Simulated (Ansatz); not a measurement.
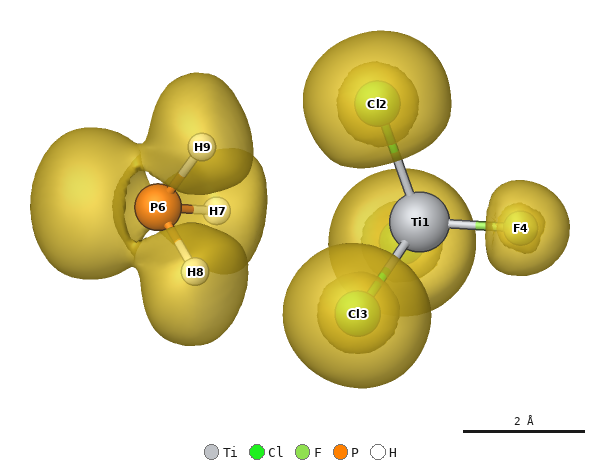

The picture shows: Cl3FTi···PH3. Isosurface of the electron localisation function at 0.75 (yellow), seen at a tilt. Core shells and regions of very low density are left out.

The calculation used RKS PBE0-D4/def2-SVP (Ansatz).

| atom | x (Å) | y (Å) | z (Å) |
| --- | --- | --- | --- |
| Ti | -0.2200 | 0.3646 | -0.0918 |
| Cl | -0.2196 | 0.4160 | 2.0687 |
| Cl | 1.8026 | 0.4475 | -0.8492 |
| F | -1.0765 | 1.7316 | -0.6707 |
| Cl | -1.2110 | -1.4199 | -0.8012 |
| P | 1.9710 | -3.2155 | 1.3798 |
| H | 0.6990 | -3.3495 | 0.7433 |
| H | 2.4587 | -2.3238 | 0.3754 |
| H | 1.5248 | -2.1455 | 2.2143 |

Describe the localisation domains.

The ELF exceeds this value in three regions wrapped around Cl (the valence shell of each), one region wrapped around F (its valence shell) and one joined region spread over several atoms (H, P), in which their bonds and any lone pairs are merged. Along the contacts the grid gives the following. Ti1···P6 (4.45 Å): the ELF dips to about 0 between them (a non-bonded, intermolecular contact). Ti–F (1.71 Å): the ELF peaks at about 0.85 in the valence shell of F, 0.5 Å from its nucleus, and drops to about 0.20 between the two atoms.
